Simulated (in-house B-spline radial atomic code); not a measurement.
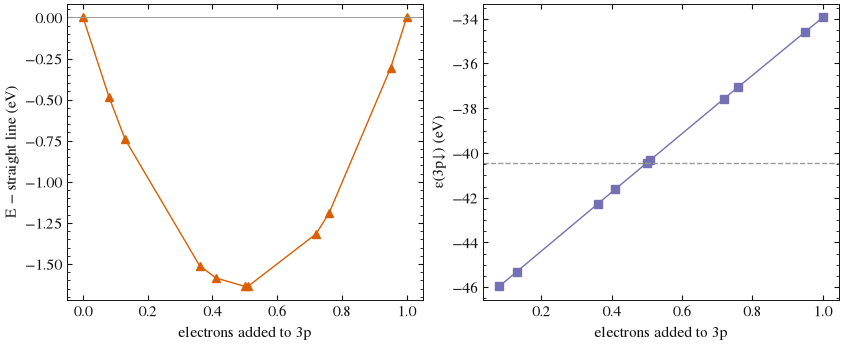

All numbers are computed, not measured: scalar-relativistic (spin-free one-electron X2C) PBEsol, spin-polarised, spherical fractional occupations, Fermi nucleus, basis-set limit (an in-house B-spline radial code). The occupation of the 3p shell is varied from Ar³⁺ ([Ne] 3s2 3p3 (high spin)) to Ar²⁺ ([Ne] 3s2 3p4 (high spin)), with spherical fractional occupations. The plot shows the total energy less the straight line between the end points, and the eigenvalue of 3p↓ (the dashed line is minus the energy to take the whole electron out).

Question: Describe the curve.

Answer: The curve is convex (below the straight line), with the largest deviation among the points computed, −1.64 eV, at 0.5. The end points differ by 40.5 eV, the energy to take the electron out. The eigenvalue, which is the slope of the energy (Janak's theorem), moves from −46.0 eV at 0.08 to −33.9 eV at 1; for a straight line it would stay constant, and a parabola would sag by an eighth of this change, scaled to a whole electron, 1.63 eV. Convexity is the mark of the delocalisation error, which puts fractional charges too low; for p, d and f shells the spherical spreading of the fraction adds to it.
